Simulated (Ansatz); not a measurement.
# CHAlCl (quartet): inputs that go wrong

3 inputs are run for CHAlCl (quartet) as typed; the log has to tell whether the result can be used and what must change.

Method: the settings change from run to run; program: Ansatz 0.2.0, Gaussian basis.

23 further runs of the same task are left out: 7 that didn't finish, 16 set aside as unsound or not needed.

## Step 1: The geometry

The geometry is a PBE0/def2-TZVP stationary point (not a proven minimum) of the parent state, kept for this charge and spin.

4 atoms, charge 0, spin multiplicity 4.

Atoms are counted from 1 here; the program's logs count them from 0.

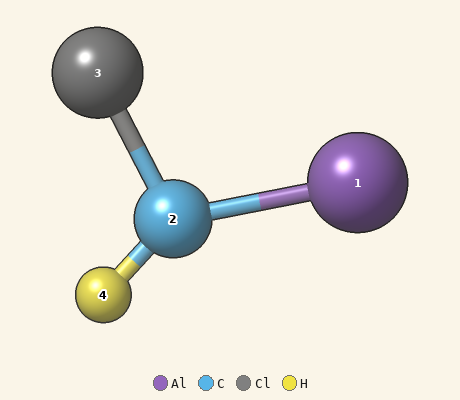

The geometry (aluminium purple, carbon blue, chlorine grey, hydrogen yellow); atoms are numbered from 1 in the order of the file.

## Step 2: Input 1

File in.yaml:

```yaml
crystal:
  periodic: [false, false, false]
  atoms:
    - {symbol: Al, position_ang: [0.000000, -0.193934, 1.685466]}
    - {symbol: C, position_ang: [0.000000, 0.906488, 0.037552]}
    - {symbol: Cl, position_ang: [0.000000, -0.214382, -1.285968]}
    - {symbol: H, position_ang: [0.000000, 1.930244, -0.333401]}
basis:
  gaussian: {orbitals: cc-pVDZ}
magnetization: {spin_polarized: false, initial_magnetization: 3}
correlation: {method: fic_mrcisd_q, electrons: outside_noble_gas, active_space: {window: {electrons: 9, orbitals: 2}}}
```

Launch:

```
$ ansatz run in.yaml --threads 1 --pin off --events-out ev --progress --plain --max-ram 2393MiB
```

The log of the run:

```text
Functional definition: HF
  name "HF"
  cite "Fock, Z. Phys. 61, 126 (1930) doi:10.1007/BF01340294"
  parent pbe
  exchange = exact_x
  correlation = 0
555 factors; integrals over basis functions are off by at most 1.2e-3 eV
mean field evaluation 1: about -20127.5363 eV, gradient 1.1e1 eV
mean field evaluation 2: about -20127.6039 eV, gradient 1.1e1 eV
mean field evaluation 4: about -20129.3684 eV, gradient 1.9e0 eV
mean field evaluation 8: about -20129.4704 eV, gradient 4.0e-1 eV
mean field evaluation 16: about -20129.4722 eV, gradient 2.6e-6 eV
mean field evaluation 32: about -20129.3253 eV, gradient 8.0e-1 eV
mean field -20129.47215337 eV, -739.7444573900 hartree, gradient 2.6e-6 eV, S^2 3.750000; 6 other end points of the search recorded, 0 dependent functions left out
reference -20129.47215337 eV, -739.7444573900 hartree; 20, 17 occupied and 35, 38 virtual orbitals, 555 factors
Error: 9 electrons in 2 orbitals form no window around the highest filled level of the reference
```

Run time: 1.3 s. Hardware: 1 thread of Arm Neoverse V1, shared host.

Diagnosis: The run stopped with an error. The active window can't be built from these electrons and orbitals. Fix: choose counts that fit the spin, the electrons and the basis.

## Step 3: Input 2

File in.yaml:

```yaml
crystal:
  periodic: [false, false, false]
  atoms:
    - {symbol: Al, position_ang: [0.000000, -0.193934, 1.685466]}
    - {symbol: C, position_ang: [0.000000, 0.906488, 0.037552]}
    - {symbol: Cl, position_ang: [0.000000, -0.214382, -1.285968]}
    - {symbol: H, position_ang: [0.000000, 1.930244, -0.333401]}
basis:
  gaussian: {orbitals: 6-31G}
magnetization: {spin_polarized: true, initial_magnetization: 4}
correlation: {method: ccsdt_q, electrons: outside_noble_gas}
accuracy: high
```

Same command.

The log of the run:

```text
Error: a molecule whose nuclei and cores have a total charge of 37 cannot have a net charge of 0 together with 4 unpaired electrons
```

It took 0.03 s on 1 thread of Arm Neoverse V1, shared host.

Diagnosis: The run was refused. The number of unpaired electrons doesn't fit the electron count. Cure: make charge and initial_magnetization agree.

## Step 4: Input 3

File in.yaml:

```yaml
crystal:
  periodic: [false, false, false]
  atoms:
    - {symbol: Al, position_ang: [0.000000, -0.193934, 1.685466]}
    - {symbol: C, position_ang: [0.000000, 0.906488, 0.037552]}
    - {symbol: Cl, position_ang: [0.000000, -0.214382, -1.285968]}
    - {symbol: H, position_ang: [0.000000, 1.930244, -0.333401]}
basis:
  gaussian: {orbitals: def2-TZVPP}
magnetization: {spin_polarized: false, initial_magnetization: 3}
correlation: {method: ccsdtq, electrons: all}
accuracy: high
output: {forces: true}
```

Same command.

The log of the run:

```text
Functional definition: HF
  name "HF"
  cite "Fock, Z. Phys. 61, 126 (1930) doi:10.1007/BF01340294"
  parent pbe
  exchange = exact_x
  correlation = 0
2016 factors; integrals over basis functions are off by at most 3.7e-9 eV
mean field evaluation 1: about -20127.8096 eV, gradient 1.3e1 eV
mean field evaluation 2: about -20127.8166 eV, gradient 1.3e1 eV
mean field evaluation 4: about -20129.8999 eV, gradient 4.5e0 eV
mean field evaluation 8: about -20130.1526 eV, gradient 7.9e-1 eV
mean field evaluation 16: about -20130.1623 eV, gradient 3.1e-7 eV
mean field evaluation 32: about -20129.9266 eV, gradient 2.2e-7 eV
mean field evaluation 64: about -20129.9266 eV, gradient 2.7e-5 eV
mean field evaluation 96: about -20126.0069 eV, gradient 5.5e-2 eV
mean field evaluation 128: about -20125.2109 eV, gradient 3.6e-1 eV
mean field evaluation 160: about -20125.8127 eV, gradient 4.7e-1 eV
mean field evaluation 192: about -20127.0910 eV, gradient 1.1e-2 eV
mean field evaluation 224: about -20127.0922 eV, gradient 2.1e-1 eV
mean field evaluation 256: about -20125.2146 eV, gradient 4.7e-2 eV
mean field evaluation 288: about -20125.8199 eV, gradient 3.5e-3 eV
mean field evaluation 320: about -20126.3055 eV, gradient 6.0e-2 eV
mean field evaluation 352: about -20125.5900 eV, gradient 4.2e0 eV
mean field evaluation 384: about -20124.7259 eV, gradient 5.7e-3 eV
mean field evaluation 416: about -20127.0936 eV, gradient 3.0e-1 eV
mean field evaluation 448: about -20125.2154 eV, gradient 1.1e-2 eV
mean field evaluation 480: about -20127.0910 eV, gradient 5.4e-4 eV
mean field -20130.16230643 eV, -739.7698200473 hartree, gradient 2.9e-8 eV, S^2 3.750000; 7 other end points of the search recorded, 0 dependent functions left out
mean field evaluation 512: about -20130.1309 eV, gradient 2.3e-4 eV
determinant -20130.16230643 eV, -739.7698200473 hartree, with singles and doubles -20150.07270242 eV, -740.5015136039 hartree
```

It took 99 s on 1 thread of Arm Neoverse V1, shared host.

Diagnosis: The run was cut at its time limit. The job is too large for the time given. Cure: a smaller basis or space, or a lower level; a longer limit helps only where the log shows it near its end.

## Step 5: How the runs ended

| input | level | ended | cause | time |
| --- | --- | --- | --- | --- |
| 1 | MRCISD+Q(9,2)/cc-pVDZ | stopped by an error | the active window can't be built from these electrons and orbitals | 1.3 s |
| 2 | CCSDT(Q) on UHF/6-31G | refused | the number of unpaired electrons doesn't fit the electron count | 0.03 s |
| 3 | CCSDTQ on ROHF/def2-TZVPP | cut at its time limit | the job is too large for the time given | 99 s |

1 stopped by an error, 1 refused, 1 cut at its time limit.
